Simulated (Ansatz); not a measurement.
## Electronic structure of C$_{2}$H$_{7}$FOSi$_{3}$ (SMILES C#C[SiH2]O[SiH2][SiH2]F) in real space

```xyz
14

C    -0.1208   -1.0904    2.4052
C    -0.8957   -0.6529    1.5735
F     1.8752    3.6007    2.3207
O    -1.6392    1.6272    0.0620
Si   -2.0486    0.0463    0.3187
Si   -0.6183    2.8679    0.5194
Si    1.0099    2.2222    2.1018
H     0.5622   -1.4787    3.1394
H    -1.9132   -0.7230   -0.9436
H    -3.4368   -0.0433    0.8375
H    -1.4328    3.9750    1.0989
H     0.0791    3.3835   -0.6936
H     0.4512    1.8305    3.4241
H     1.9483    1.1762    1.6123
```

Geometry: B3LYP-D3(BJ)/def2-SVP.

Level of theory: isolated molecule in a Gaussian basis; Kohn-Sham density functional theory, functional PBE0 in Ansatz 0.2.0.

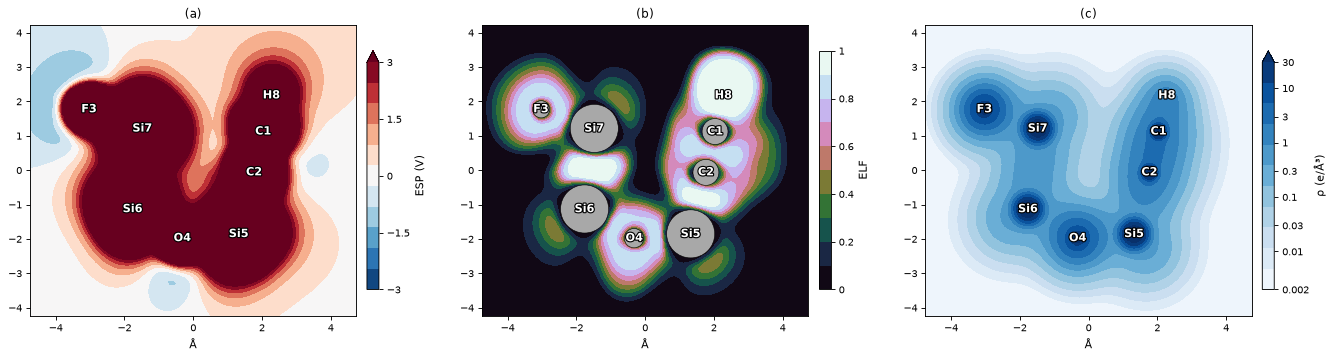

Figure 1. (a) electrostatic potential; (b) electron localisation function; (c) electron density on the plane of atoms F3, Si7 and Si6. Grey discs cover the atomic cores in the ELF map.

### Describe what can be read from this map.

- Atoms in the plane: C, F, O, Si and H.
- C–C (1.22 Å): ρ at the midpoint is about 2.7 e/Å³; the ELF peaks at about 0.85 between the atoms: a short, multiple covalent bond.
- Si–F (1.64 Å): ρ at the midpoint is about 0.97 e/Å³; the ELF peaks at about 0.85 in the valence shell of F, 0.6 Å from its nucleus, and is about 0.50 at the midpoint.
- Si–O (1.65 Å): ρ is about 1 e/Å³ halfway; the ELF peaks at about 0.85 between the atoms: a polar covalent bond.
- C–Si (1.84 Å): ρ is about 0.95 e/Å³ halfway; the ELF peaks at about 0.95 between the atoms: a shared electron pair.
- Si–Si (2.36 Å): the density is about 0.66 e/Å³ at the midpoint; the ELF peaks at about 1 between the atoms; a shared electron pair.
- The ELF also peaks beside O4 and F3, away from the bonds: lone-pair regions.
- Outside the dense part of the molecule the potential is most negative (−1.2 V) near F3.

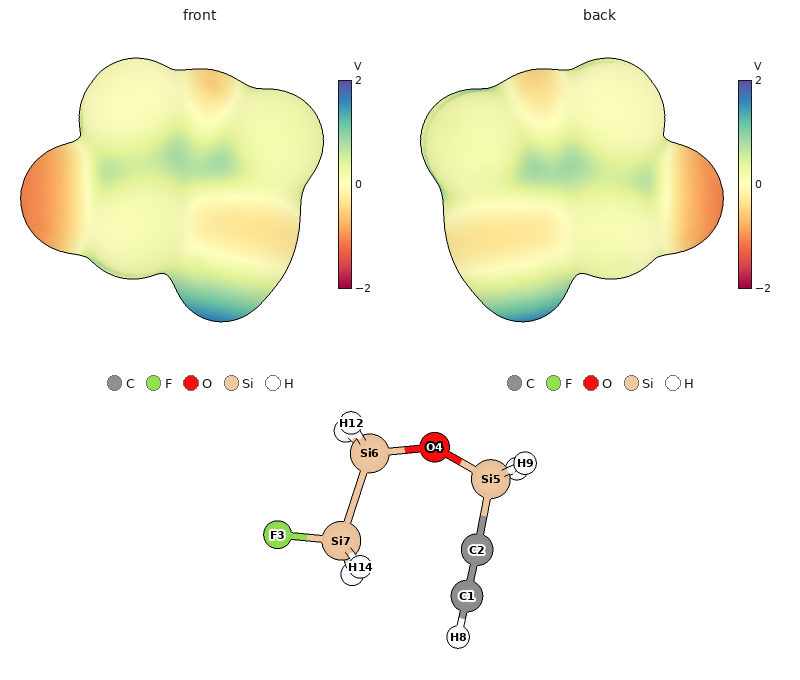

Figure 2. The electrostatic potential painted on the density surface at 0.001 e/bohr³, seen from the front and from behind; the colour scale runs from red (negative) to blue (positive). The bare structure is drawn below in the same view.

### Describe the electrostatic potential map.

The most negative region (about −1.0 V, or −23 kcal/mol for a unit charge) lies over F3, the most positive (about +1.6 V, or +37 kcal/mol for a unit charge) over H8.

### What dipole moment does the calculation give?

Its dipole moment is 2.09 D.

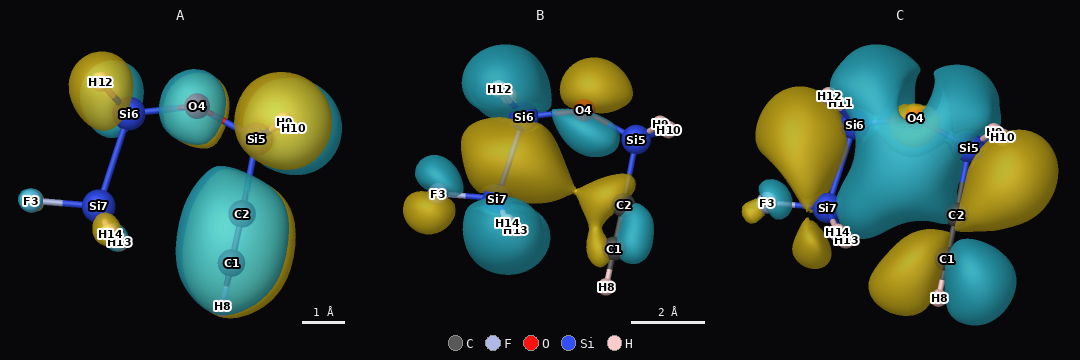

Figure 3. Three frontier orbitals at ±0.05 Å⁻³ᐟ² (yellow and cyan are the two phases), in no order.

### Which picture is the HOMO−1, the HOMO and the LUMO?

A is the HOMO−1 (−8.56 eV). Its weight (Hirshfeld) is mainly on C1 (about 30 %), C2 (about 25 %), Si5 (about 10 %), H10 (about 10 %), H9 (about 10 %) and O4 (about 5 %). B is the HOMO (−8.04 eV). It lies mainly on Si7 (about 30 %), Si6 (about 25 %), O4 (about 15 %) and F3 (about 5 %). C is the LUMO (−1.22 eV). It lies mainly on Si6 (about 20 %), Si5 (about 20 %), C1 (about 15 %), Si7 (about 15 %) and C2 (about 10 %).

### What is the HOMO–LUMO gap?

6.82 eV between the orbital energies.

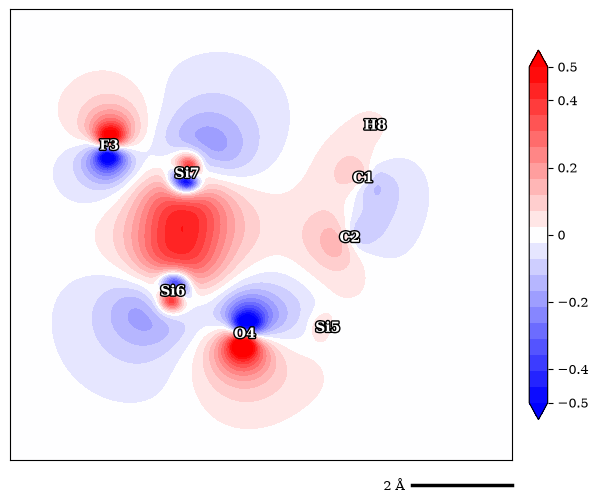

Figure 4. The HOMO on the plane of atoms F3, Si7 and Si6 (values in Å⁻³ᐟ²; the overall sign is arbitrary).

### What is the character of this orbital?

By Hirshfeld shares it lies mainly on Si7 (about 30 %), Si6 (about 25 %), O4 (about 15 %) and F3 (about 5 %). Its energy is −8.04 eV.
